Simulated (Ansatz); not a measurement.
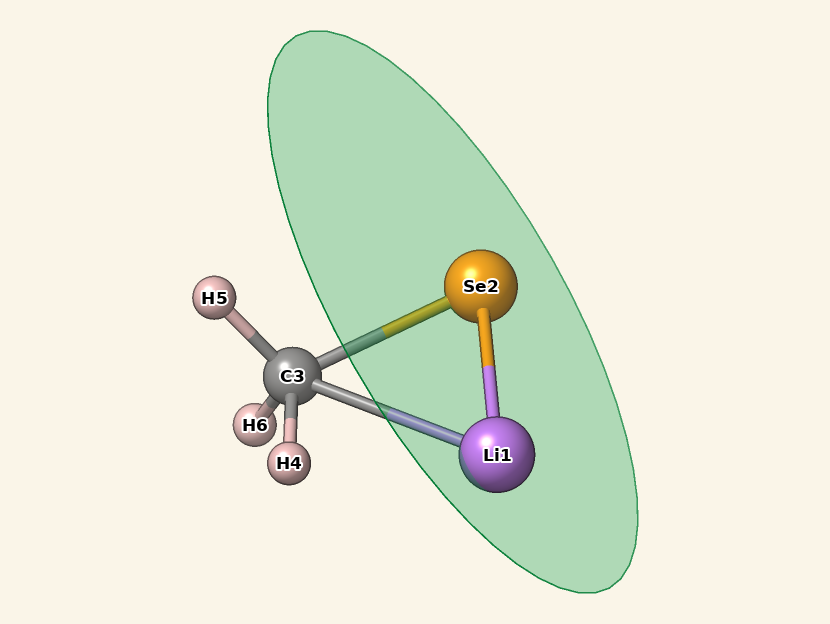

A disc through the centre of mass is drawn in. Atoms fade into the background with distance from the viewer. The computed structure is the end point of a PBE-D4/def2-SVP optimisation. No frequency run is at hand to confirm it as a minimum.

> Is the plane of the disc a mirror plane of the structure?

No. The point group is Cs, with 1 mirror plane, and this plane isn't one of its mirror planes.
